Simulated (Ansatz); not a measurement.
# BPHCl+ (doublet): wave-function methods side by side, cc-pVDZ

Aim: climb from Hartree-Fock through coupled cluster for BPHCl+ (doublet) at one geometry and basis, and see what each rung misses.

The runs use Ansatz 0.2.0, Gaussian basis; cc-pVDZ, core rule «outside noble gas», up to 11 orbitals frozen.

Plan: UHF; CCSD(T) on ROHF; CCSD(T) on UHF; BCCD(T) on ROHF; CISD; CCSDT(Q) on ROHF; CCSDT(Q) on UHF.

9 further runs of the same task are left out: 4 that didn't finish, 5 set aside as unsound or not needed.

## Step 1: The system

The geometry is a PBE0/def2-TZVP stationary point (not a proven minimum) of the parent state, kept for this charge and spin.

4 atoms, charge 1, spin multiplicity 2.

Atoms are counted from 1 here; the program's logs count them from 0.

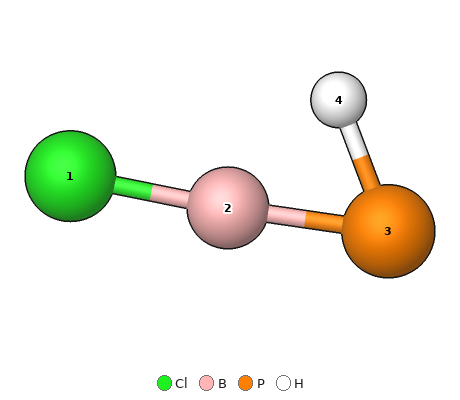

The structure; chlorine green, boron pink, phosphorus orange, hydrogen white; atoms are numbered from 1 in the order of the file.

## Step 2: UHF

in.yaml reads:

```yaml
crystal:
  periodic: [false, false, false]
  atoms:
    - {symbol: Cl, position_ang: [-0.000015, -0.280763, 1.937572]}
    - {symbol: B, position_ang: [0.000032, -0.350509, 0.247624]}
    - {symbol: P, position_ang: [-0.000016, -0.328377, -1.458560]}
    - {symbol: H, position_ang: [-0.000001, 0.959649, -0.726635]}
basis:
  gaussian: {orbitals: cc-pVDZ}
total_charge: 1
magnetization: {spin_polarized: true, initial_magnetization: 1}
hamiltonian: {xc: hf}
output: {orbitals: {seedname: orbitals}}
```

On the command line:

```
> ansatz run in.yaml --threads 1 --pin off --events-out ev --progress --plain --max-ram 2393MiB
```

Further steps of the session: CCSD(T) on ROHF; CCSD(T) on UHF; BCCD(T) on ROHF; CISD; CCSDT(Q) on ROHF; CCSDT(Q) on UHF.

**Question.** What will the summary of the whole plan be? Wanted: UCCSDT(Q) below the RHF energy; RMP2 from UCCSDT(Q); UMP2 from UCCSDT(Q); RCCSD from UCCSDT(Q); RCCSD(T) from UCCSDT(Q); UCCSD(T) from UCCSDT(Q); RCCSDT(Q) from UCCSDT(Q); T1 diagnostic.

As calculated:

```
                         quantity                      value
   UCCSDT(Q) below the RHF energy                 -9.5826 eV
              RMP2 from UCCSDT(Q)                +1358.1 meV
              UMP2 from UCCSDT(Q)                +1374.0 meV
             RCCSD from UCCSDT(Q)                 +406.0 meV
          RCCSD(T) from UCCSDT(Q)                  +60.5 meV
          UCCSD(T) from UCCSDT(Q)                  +60.8 meV
         RCCSDT(Q) from UCCSDT(Q)                   +4.6 meV
levels within 1 kcal/mol (43 meV)  RCCSDT, UCCSDT, RCCSDT(Q)
                    T1 diagnostic                      0.022
```

**Reading.** RCCSD(T) lands +60.5 meV from the yardstick (0.6 % of the correlation energy). These misses are within one basis, not against nature; the frozen cores of restricted and unrestricted runs differ, which can shift their rows.
